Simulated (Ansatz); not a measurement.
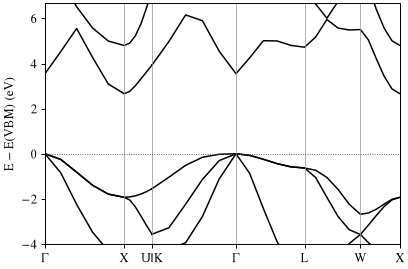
*Band structure from HSE06 (plane waves, PAW; program Ansatz)*

Question: Read off the gap and where the band edges lie.

Answer: About 2.7 eV (2.66 eV among the points solved); maximum at Γ, minimum at X.

Question: Which of these materials gives this?
(A) MgSe, rock salt
(B) PbS, rock salt
(C) CdTe, zinc blende

Answer: A, MgSe, rock salt

Space group Fm-3m (rock salt). The cell was relaxed with HSE06 under the symmetry of its start. The hybrid was solved on a coarse mesh, the path and, where they were found, the r²SCAN edge points; its band edges are the extreme levels among these. Spin–orbit coupling is left out wherever it is not named.

Potentials: the later of the program's two PAW sets.
